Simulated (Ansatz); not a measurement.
Co₃W (space group P6_3/mmc)

```xyz
8
Lattice="5.0456 0.0000 0.0000 -2.5228 4.3697 0.0000 0.0000 0.0000 4.0446" Properties=species:S:1:pos:R:3 pbc="T T T"
Co     2.5228     2.9564     1.0111
Co     0.0000     1.4133     3.0334
Co    -1.2989     3.6630     3.0334
Co     3.8217     0.7066     1.0111
Co     1.2239     0.7066     1.0111
Co     1.2989     3.6630     3.0334
W      0.0000     2.9131     1.0111
W      2.5228     1.4566     3.0334
```

The volume is varied about the relaxed value V₀ at fixed cell shape. The atoms relax within the cell's symmetry.

All values below come from PBEsol (plane waves to 420 eV, PAW, scalar-relativistic; Ansatz, a program for electronic structure). k mesh 11×11×12 (Γ-centred), Fermi-Dirac smearing 0.05 eV. Energies are smeared free energies. The magnetic moment jumps within the scan, so the points may not all belong to one state, and nothing is fitted. Co3W was relaxed with its symmetry unable to fall. Relaxed Co3W ends ferromagnetic. Spin-orbit coupling is left out, though W is heavy. The magnetic order is the one the run started from; other orders were not tried. ΔE is measured from the relaxed starting cell.

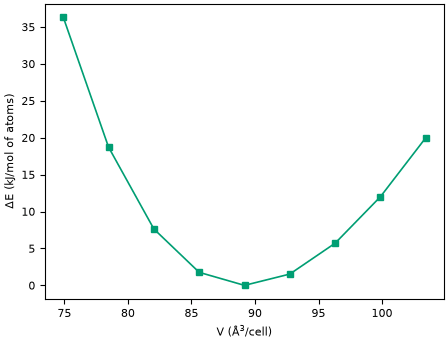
*ΔE (kJ/mol of atoms) against V (Å³/cell); one marker a computed point.*

The pressure at the smallest volume is 79.7 GPa, the energy cost of the largest expansion is 207 meV/atom and the energy cost of the largest compression comes out as 376 meV/atom.

(Under strain, the slope of the energy per volume gives the stress and its curvature an elastic modulus.)
